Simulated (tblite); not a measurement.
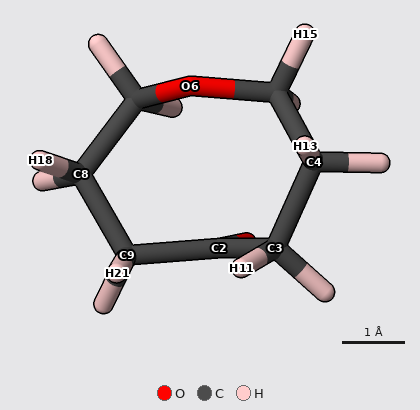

Figure 1. The structure as given in the input (stick view, seen at a tilt; atoms are numbered from 1 in the order of the input).

**Run report: C₇H₁₂O₂, saddle-point search**

- system: C₇H₁₂O₂
- method: GFN2-xTB saddle search (eigenvector following) and harmonic vibrations, gas phase (tblite 0.8.0)

**The program's output**
```
step      E/eV     max force
  0    -795.11828   0.0160
  1    -795.11942   0.0097
  2    -795.12047   0.0177
  3    -795.12453   0.0547
  4    -795.12237   0.0201
  5    -795.12413   0.0270
  6    -795.12695   0.0227
  7    -795.13255   0.0445
  8    -795.13972   0.0479
  9    -795.14522   0.0791
 10    -795.15509   0.0574
 11    -795.17070   0.0583
 12    -795.18815   0.0845
 13    -795.19749   0.1583
 14    -795.19432   0.0678
 15    -795.20401   0.0571
 16    -795.21261   0.0556
 17    -795.22647   0.1171
 18    -795.21879   0.0539
 19    -795.22801   0.0618
 20    -795.23620   0.0601
 21    -795.24638   0.0645
 22    -795.25284   0.0592
 23    -795.23414   0.0632
 24    -795.22349   0.1456
 25    -795.23154   0.0538
 26    -795.23274   0.0508
 27    -795.23408   0.0743
 28    -795.23419   0.1007
 29    -795.23433   0.1130
 30    -795.23709   0.1088
 31    -795.24799   0.1054
 32    -795.26025   0.1674
 33    -795.27413   0.1781
 34    -795.28770   0.2068
 35    -795.30075   0.1871
 36    -795.31798   0.0660
 37    -795.32506   0.1812
 38    -795.32050   0.0297
 39    -795.32266   0.0724
 40    -795.32158   0.0232
 41    -795.32275   0.0198
 42    -795.32362   0.0574
 43    -795.32321   0.0170
 44    -795.32365   0.0206
 45    -795.32389   0.0239
 46    -795.32392   0.0137
 47    -795.32370   0.0366
 48    -795.32387   0.0091
 49    -795.32373   0.0114
 50    -795.32350   0.0144
 51    -795.32317   0.0077
 52    -795.32266   0.0089
 53    -795.32227   0.0098
 54    -795.32202   0.0108
 55    -795.32192   0.0102
 56    -795.32192   0.0000
lowest wavenumbers (cm-1): -81.0 70.8 158.7 211.9 295.7 345.9
```

**Trajectory as extended XYZ (Å, eV, eV/Å), 11 of the 12 frames kept, from step=0 to step=56**
```
21
Properties=species:S:1:pos:R:3:forces:R:3 step=0 energy=-795.11828
O    -0.1042   -1.0485    1.7374    0.0040  -0.0150   0.0040
C    -0.0349   -1.1660    0.5380    0.0010  -0.0050   0.0020
C    -1.2783   -1.2421   -0.3263    0.0000  -0.0010   0.0030
C    -2.0151    0.1171   -0.4109    0.0020  -0.0010   0.0000
C    -1.2222    1.2869    0.1815    0.0010   0.0030  -0.0040
O     0.0254    1.4422   -0.4604    0.0010   0.0110  -0.0020
C     1.1973    1.2970    0.3115   -0.0010   0.0010   0.0000
C     2.0508    0.1141   -0.1614   -0.0020   0.0010  -0.0010
C     1.2989   -1.2388   -0.1784    0.0000   0.0000  -0.0010
H    -1.9437   -1.9785    0.1278   -0.0060   0.0020  -0.0010
H    -1.0174   -1.5813   -1.3270    0.0060  -0.0030   0.0060
H    -2.9687    0.0666    0.1153    0.0050   0.0010   0.0050
H    -2.2163    0.3402   -1.4586    0.0000   0.0000   0.0010
H    -1.0960    1.1445    1.2601    0.0030   0.0100  -0.0040
H    -1.7954    2.2113    0.0265   -0.0060  -0.0040  -0.0090
H     1.7873    2.2164    0.1954    0.0040  -0.0010   0.0050
H     0.9559    1.1819    1.3737   -0.0060  -0.0030  -0.0010
H     2.4011    0.3277   -1.1711    0.0010   0.0050   0.0000
H     2.9196    0.0586    0.4951   -0.0040  -0.0010   0.0010
H     1.9046   -1.9853    0.3385    0.0010  -0.0020  -0.0040
H     1.1514   -1.5639   -1.2065   -0.0050   0.0010  -0.0010
21
Properties=species:S:1:pos:R:3:forces:R:3 step=5 energy=-795.12413
O    -0.0616   -1.0787    1.7485    0.0050  -0.0010  -0.0010
C    -0.0250   -1.1777    0.5462   -0.0010   0.0000   0.0010
C    -1.2910   -1.2631   -0.2837   -0.0140  -0.0060  -0.0010
C    -1.9925    0.1109   -0.4318   -0.0050  -0.0100  -0.0080
C    -1.2179    1.2887    0.1693    0.0020   0.0000  -0.0060
O     0.0343    1.4737   -0.4553   -0.0030  -0.0010   0.0090
C     1.1979    1.3041    0.3247   -0.0020   0.0040  -0.0010
C     2.0498    0.1219   -0.1527   -0.0070   0.0080   0.0060
C     1.2855   -1.2206   -0.2137   -0.0110   0.0050   0.0000
H    -1.9676   -1.9528    0.2248    0.0070   0.0160   0.0040
H    -1.0612   -1.6658   -1.2693   -0.0120  -0.0030   0.0240
H    -2.9696    0.0860    0.0529    0.0150   0.0000  -0.0180
H    -2.1448    0.3173   -1.4916    0.0120  -0.0070   0.0120
H    -1.1027    1.1516    1.2499    0.0000  -0.0020   0.0000
H    -1.8049    2.2027    0.0041    0.0010  -0.0010  -0.0010
H     1.7960    2.2205    0.2284   -0.0010  -0.0020   0.0010
H     0.9438    1.1757    1.3824   -0.0010   0.0020  -0.0010
H     2.4255    0.3495   -1.1498    0.0120   0.0060  -0.0090
H     2.9017    0.0452    0.5227    0.0090  -0.0020   0.0160
H     1.9009   -1.9965    0.2452    0.0050  -0.0120  -0.0070
H     1.1034   -1.4924   -1.2511   -0.0100   0.0070  -0.0200
21
Properties=species:S:1:pos:R:3:forces:R:3 step=10 energy=-795.15509
O     0.0096   -1.1064    1.7640    0.0160  -0.0080  -0.0220
C    -0.0116   -1.1892    0.5600    0.0040  -0.0070   0.0060
C    -1.3163   -1.2932   -0.2046   -0.0210  -0.0080   0.0050
C    -1.9405    0.0978   -0.4872   -0.0050  -0.0190  -0.0110
C    -1.2157    1.2785    0.1690    0.0010  -0.0040  -0.0080
O     0.0402    1.5317   -0.4247   -0.0040   0.0030   0.0120
C     1.2002    1.3182    0.3495    0.0000   0.0020   0.0000
C     2.0410    0.1364   -0.1507    0.0030  -0.0040   0.0000
C     1.2549   -1.1878   -0.2702   -0.0030  -0.0050  -0.0190
H    -2.0075   -1.8777    0.4061    0.0160   0.0350   0.0110
H    -1.1519   -1.8182   -1.1460   -0.0250  -0.0080   0.0510
H    -2.9719    0.1097   -0.1303    0.0250   0.0000  -0.0400
H    -1.9528    0.2813   -1.5624    0.0330  -0.0180   0.0220
H    -1.1190    1.1170    1.2483   -0.0010  -0.0040  -0.0030
H    -1.8261    2.1784    0.0134    0.0000  -0.0050  -0.0030
H     1.8099    2.2281    0.2743   -0.0010   0.0000   0.0040
H     0.9423    1.1698    1.4038   -0.0010   0.0020   0.0000
H     2.4403    0.3862   -1.1342    0.0100   0.0030   0.0170
H     2.8783    0.0243    0.5389   -0.0130  -0.0060   0.0070
H     1.8830   -2.0036    0.0976   -0.0220   0.0210  -0.0420
H     1.0135   -1.3813   -1.3145   -0.0100   0.0300   0.0150
21
Properties=species:S:1:pos:R:3:forces:R:3 step=15 energy=-795.20401
O     0.0787   -1.1464    1.7716    0.0220  -0.0170  -0.0110
C     0.0011   -1.2023    0.5686    0.0070  -0.0090   0.0080
C    -1.3357   -1.3111   -0.1355   -0.0040  -0.0070   0.0200
C    -1.8957    0.0782   -0.5257    0.0150  -0.0120  -0.0020
C    -1.2138    1.2665    0.1630    0.0010  -0.0030   0.0010
O     0.0427    1.5662   -0.4077    0.0010   0.0170  -0.0090
C     1.2009    1.3323    0.3621   -0.0020   0.0010   0.0090
C     2.0351    0.1440   -0.1364   -0.0080  -0.0050   0.0020
C     1.2209   -1.1513   -0.3252   -0.0100   0.0000  -0.0190
H    -2.0302   -1.8010    0.5485   -0.0010   0.0260   0.0350
H    -1.2312   -1.9253   -1.0303   -0.0220  -0.0250   0.0400
H    -2.9566    0.1127   -0.2756   -0.0060   0.0000  -0.0370
H    -1.7980    0.2327   -1.6001    0.0450  -0.0160  -0.0170
H    -1.1288    1.0913    1.2412   -0.0050  -0.0010  -0.0020
H    -1.8414    2.1546    0.0109   -0.0040  -0.0050  -0.0080
H     1.8172    2.2374    0.2900    0.0040   0.0060   0.0090
H     0.9400    1.1831    1.4154   -0.0030   0.0000   0.0100
H     2.4844    0.4048   -1.0946    0.0170   0.0080  -0.0010
H     2.8366   -0.0087    0.5864   -0.0030  -0.0130   0.0200
H     1.8521   -2.0036   -0.0595   -0.0190   0.0140  -0.0520
H     0.9216   -1.2539   -1.3671   -0.0240   0.0390   0.0030
21
Properties=species:S:1:pos:R:3:forces:R:3 step=20 energy=-795.23620
O     0.1151   -1.1808    1.7821    0.0240  -0.0210  -0.0200
C     0.0083   -1.2154    0.5806    0.0070  -0.0100   0.0130
C    -1.3440   -1.3126   -0.0932   -0.0110  -0.0050   0.0190
C    -1.8520    0.0713   -0.5585    0.0100  -0.0160  -0.0130
C    -1.2175    1.2670    0.1646    0.0010  -0.0020  -0.0060
O     0.0402    1.6184   -0.3734   -0.0020   0.0140   0.0000
C     1.1963    1.3344    0.3828   -0.0020   0.0020   0.0080
C     2.0162    0.1532   -0.1551   -0.0050  -0.0030   0.0020
C     1.2034   -1.1431   -0.3438   -0.0130   0.0010  -0.0180
H    -2.0458   -1.7332    0.6290    0.0070   0.0350   0.0280
H    -1.2783   -1.9820   -0.9526   -0.0240  -0.0150   0.0530
H    -2.9311    0.1148   -0.4016    0.0200  -0.0040  -0.0440
H    -1.6618    0.2068   -1.6239    0.0450  -0.0220   0.0040
H    -1.1491    1.0773    1.2419   -0.0060  -0.0010  -0.0040
H    -1.8627    2.1416    0.0124   -0.0050  -0.0060  -0.0100
H     1.8252    2.2323    0.3363    0.0020   0.0030   0.0110
H     0.9364    1.1562    1.4320   -0.0040  -0.0010   0.0070
H     2.4428    0.4303   -1.1194    0.0120   0.0070   0.0060
H     2.8350   -0.0087    0.5465   -0.0100  -0.0120   0.0140
H     1.8460   -1.9957   -0.1078   -0.0210   0.0160  -0.0540
H     0.8772   -1.2322   -1.3790   -0.0270   0.0400   0.0040
21
Properties=species:S:1:pos:R:3:forces:R:3 step=30 energy=-795.23709
O     0.0627   -1.2063    1.8151    0.0190  -0.0220  -0.0050
C    -0.0067   -1.2377    0.6104    0.0060  -0.0060   0.0020
C    -1.3403   -1.2819   -0.1006   -0.0070   0.0040   0.0170
C    -1.7525    0.1093   -0.6213    0.0080   0.0060  -0.0230
C    -1.2369    1.2855    0.2235    0.0010  -0.0010  -0.0200
O     0.0139    1.7732   -0.2132    0.0080  -0.0170   0.0460
C     1.1807    1.3135    0.4340    0.0060   0.0000  -0.0130
C     1.9145    0.1780   -0.2954    0.0410  -0.0120  -0.0170
C     1.2265   -1.2120   -0.2645    0.0320   0.0080  -0.0340
H    -2.0851   -1.6348    0.6148    0.0000   0.0290   0.0280
H    -1.2939   -1.9808   -0.9369   -0.0200  -0.0210   0.0330
H    -2.8434    0.1516   -0.6475    0.0480   0.0000  -0.0440
H    -1.3863    0.2610   -1.6384    0.0360  -0.0220   0.0290
H    -1.2065    1.0198    1.2873   -0.0050  -0.0010  -0.0160
H    -1.9223    2.1316    0.1011   -0.0030  -0.0090  -0.0100
H     1.8549    2.1783    0.4487   -0.0030  -0.0030   0.0110
H     0.9680    1.0295    1.4711   -0.0050  -0.0030  -0.0100
H     2.0519    0.4841   -1.3361   -0.0290  -0.0230   0.0990
H     2.9033    0.1038    0.1663   -0.0920   0.0000  -0.0580
H     1.9263   -1.9389    0.1584   -0.0390   0.0490  -0.0570
H     0.9711   -1.5269   -1.2769   -0.0020   0.0420   0.0430
21
Properties=species:S:1:pos:R:3:forces:R:3 step=35 energy=-795.30075
O     0.0036   -1.3211    1.8544    0.0010  -0.0190  -0.0430
C    -0.0244   -1.2831    0.6478    0.0180  -0.0140   0.0180
C    -1.3308   -1.2479   -0.1097    0.0170   0.0070   0.0210
C    -1.6156    0.1500   -0.6800    0.0100   0.0190  -0.0090
C    -1.2384    1.2971    0.2751   -0.0030   0.0000  -0.0110
O    -0.0002    1.9007   -0.0265    0.0330  -0.0360   0.0450
C     1.1742    1.2961    0.4732    0.0030  -0.0020  -0.0300
C     1.7612    0.1963   -0.4298    0.0690  -0.0520  -0.0390
C     1.2467   -1.2461   -0.1711    0.0910  -0.0030  -0.0490
H    -2.1254   -1.5226    0.5864   -0.0090   0.0170   0.0190
H    -1.3079   -1.9733   -0.9239   -0.0080  -0.0190   0.0040
H    -2.6819    0.2086   -0.9043    0.0270   0.0090  -0.0320
H    -1.0708    0.3028   -1.6127    0.0270  -0.0100   0.0140
H    -1.2588    0.9539    1.3180   -0.0040   0.0020  -0.0170
H    -1.9610    2.1114    0.1671   -0.0030  -0.0070  -0.0080
H     1.8948    2.1193    0.5134   -0.0040  -0.0020   0.0090
H     1.0201    0.9242    1.4936   -0.0030  -0.0070  -0.0170
H     1.5720    0.4868   -1.4693   -0.0250  -0.0560   0.1700
H     2.8468    0.1992   -0.2792   -0.1690  -0.0070  -0.0800
H     2.0037   -1.7937    0.4031   -0.0990   0.1040  -0.0930
H     1.0918   -1.7584   -1.1256    0.0310   0.0740   0.1270
21
Properties=species:S:1:pos:R:3:forces:R:3 step=40 energy=-795.32158
O     0.0635   -1.4026    1.8617    0.0030  -0.0190   0.0120
C    -0.0097   -1.3057    0.6615    0.0010  -0.0030  -0.0050
C    -1.3395   -1.2389   -0.0512    0.0020   0.0040   0.0020
C    -1.5571    0.1324   -0.7011    0.0070   0.0030  -0.0040
C    -1.2408    1.3007    0.2509    0.0000   0.0030  -0.0020
O    -0.0008    1.9226    0.0049    0.0000   0.0050   0.0070
C     1.1620    1.2947    0.5001   -0.0010  -0.0020   0.0020
C     1.7392    0.2144   -0.4299   -0.0080   0.0020  -0.0050
C     1.2262   -1.2297   -0.2080    0.0020   0.0010   0.0020
H    -2.1276   -1.4256    0.6810   -0.0020   0.0090   0.0070
H    -1.3794   -2.0171   -0.8159   -0.0040  -0.0030   0.0020
H    -2.5989    0.1965   -1.0186    0.0100   0.0020  -0.0100
H    -0.9340    0.2402   -1.5893    0.0140  -0.0010   0.0020
H    -1.3006    0.9652    1.2953   -0.0060   0.0030   0.0010
H    -1.9699    2.1022    0.1047   -0.0020   0.0040  -0.0070
H     1.8891    2.1098    0.5693    0.0020  -0.0040   0.0080
H     0.9935    0.8973    1.5081   -0.0030  -0.0090   0.0020
H     1.5342    0.5305   -1.4535   -0.0230   0.0010  -0.0030
H     2.8221    0.2120   -0.3010   -0.0060   0.0060  -0.0200
H     2.0022   -1.8017    0.3033    0.0080   0.0060   0.0070
H     1.0261   -1.6971   -1.1721    0.0050  -0.0070   0.0020
21
Properties=species:S:1:pos:R:3:forces:R:3 step=45 energy=-795.32389
O     0.1196   -1.4778    1.8581   -0.0020  -0.0060  -0.0230
C     0.0104   -1.3252    0.6662    0.0010  -0.0060   0.0150
C    -1.3388   -1.2281   -0.0065    0.0010  -0.0010   0.0020
C    -1.5343    0.1204   -0.7054    0.0020   0.0010   0.0010
C    -1.2475    1.3143    0.2239   -0.0020   0.0020   0.0010
O    -0.0012    1.9320    0.0052    0.0000   0.0020   0.0050
C     1.1467    1.2893    0.5160   -0.0010  -0.0010   0.0020
C     1.7392    0.2249   -0.4229   -0.0040  -0.0010  -0.0030
C     1.2178   -1.2225   -0.2413    0.0030  -0.0030   0.0040
H    -2.1117   -1.3642    0.7533    0.0050   0.0040  -0.0040
H    -1.4242   -2.0353   -0.7380    0.0000   0.0060   0.0060
H    -2.5656    0.1757   -1.0569    0.0040   0.0010  -0.0020
H    -0.8842    0.2011   -1.5769    0.0030   0.0010   0.0030
H    -1.3403    1.0038    1.2743   -0.0030   0.0030  -0.0050
H    -1.9715    2.1117    0.0347    0.0040  -0.0020  -0.0020
H     1.8767    2.0983    0.6193   -0.0010  -0.0050   0.0030
H     0.9522    0.8730    1.5118    0.0000  -0.0030  -0.0030
H     1.5546    0.5627   -1.4437   -0.0120  -0.0010   0.0000
H     2.8193    0.2185   -0.2737   -0.0040   0.0020  -0.0110
H     2.0051   -1.8229    0.2178   -0.0010   0.0080   0.0030
H     0.9777   -1.6497   -1.2152    0.0060  -0.0030   0.0090
21
Properties=species:S:1:pos:R:3:forces:R:3 step=50 energy=-795.32350
O     0.1613   -1.5418    1.8489   -0.0030   0.0010  -0.0140
C     0.0283   -1.3418    0.6667    0.0000  -0.0030   0.0090
C    -1.3341   -1.2179    0.0251    0.0010  -0.0010   0.0000
C    -1.5244    0.1136   -0.7047    0.0000   0.0010   0.0010
C    -1.2533    1.3285    0.2011   -0.0010   0.0010   0.0010
O     0.0000    1.9368    0.0006    0.0000   0.0000   0.0020
C     1.1341    1.2825    0.5271    0.0000   0.0000   0.0010
C     1.7419    0.2306   -0.4162   -0.0020  -0.0010  -0.0010
C     1.2161   -1.2186   -0.2644    0.0010  -0.0020   0.0020
H    -2.0917   -1.3229    0.8050    0.0020   0.0000  -0.0040
H    -1.4525   -2.0419   -0.6833    0.0010   0.0040   0.0010
H    -2.5523    0.1583   -1.0675    0.0010   0.0010   0.0000
H    -0.8661    0.1777   -1.5714    0.0010   0.0010   0.0010
H    -1.3738    1.0431    1.2562    0.0000   0.0010  -0.0030
H    -1.9684    2.1242   -0.0252    0.0020  -0.0020   0.0010
H     1.8653    2.0861    0.6595   -0.0010  -0.0020   0.0000
H     0.9159    0.8520    1.5117    0.0010   0.0000  -0.0020
H     1.5741    0.5834   -1.4349   -0.0060  -0.0010   0.0000
H     2.8192    0.2222   -0.2493   -0.0020   0.0010  -0.0060
H     2.0102   -1.8363    0.1584   -0.0010   0.0040   0.0030
H     0.9501   -1.6178   -1.2434    0.0040  -0.0030   0.0050
21
Properties=species:S:1:pos:R:3:forces:R:3 step=56 energy=-795.32192
O     0.2085   -1.5636    1.8372    0.0000   0.0000   0.0000
C     0.0446   -1.3463    0.6624    0.0000   0.0000   0.0000
C    -1.3334   -1.2173    0.0556    0.0000   0.0000   0.0000
C    -1.5331    0.0983   -0.6992    0.0000   0.0000   0.0000
C    -1.2593    1.3327    0.1778    0.0000   0.0000   0.0000
O    -0.0006    1.9265   -0.0302    0.0000   0.0000   0.0000
C     1.1240    1.2834    0.5292    0.0000   0.0000   0.0000
C     1.7691    0.2322   -0.3889    0.0000   0.0000   0.0000
C     1.2039   -1.2081   -0.3019    0.0000   0.0000   0.0000
H    -2.0724   -1.3016    0.8555    0.0000   0.0000   0.0000
H    -1.4752   -2.0555   -0.6318    0.0000   0.0000   0.0000
H    -2.5639    0.1330   -1.0549    0.0000   0.0000   0.0000
H    -0.8810    0.1483   -1.5718    0.0000   0.0000   0.0000
H    -1.3885    1.0746    1.2388    0.0000   0.0000   0.0000
H    -1.9675    2.1271   -0.0732    0.0000   0.0000   0.0000
H     1.8478    2.0915    0.6765    0.0000   0.0000   0.0000
H     0.8834    0.8568    1.5101    0.0000   0.0000   0.0000
H     1.6773    0.6031   -1.4108    0.0000   0.0000   0.0000
H     2.8315    0.2012   -0.1469    0.0000   0.0000   0.0000
H     1.9928   -1.8713    0.0566    0.0000   0.0000   0.0000
H     0.8919   -1.5450   -1.2903    0.0000   0.0000   0.0000
```

The run was set up as follows.

**The input**
```
{"job": {"xc": "GFN2-xTB", "basis": "xTB", "kind": "saddle"}, "charge": 0, "multiplicity": 1}
O     -0.104226    -1.048531     1.737423
C     -0.034853    -1.166004     0.537992
C     -1.278290    -1.242106    -0.326325
C     -2.015143     0.117090    -0.410942
C     -1.222239     1.286908     0.181471
O      0.025357     1.442174    -0.460418
C      1.197276     1.296968     0.311549
C      2.050792     0.114098    -0.161400
C      1.298873    -1.238785    -0.178447
H     -1.943735    -1.978498     0.127792
H     -1.017395    -1.581325    -1.327044
H     -2.968706     0.066649     0.115271
H     -2.216288     0.340208    -1.458617
H     -1.096049     1.144479     1.260130
H     -1.795388     2.211333     0.026452
H      1.787338     2.216350     0.195380
H      0.955884     1.181872     1.373744
H      2.401118     0.327733    -1.171091
H      2.919633     0.058575     0.495085
H      1.904639    -1.985332     0.338532
H      1.151403    -1.563856    -1.206535
```

The first line tells a small driver script what to run in tblite; the rest is the geometry in Å.

Launch command:
```bash
OMP_NUM_THREADS=1 python <driver script> task.json out
```

**Key numbers**

| quantity | value |
| --- | --- |
| outcome | converged |
| total energy | −795.3219 eV |
| point group | C1 |
| hardware | 1 CPU thread, shared host |
| wall time | 16 s |
| peak memory | 0.2 GiB |
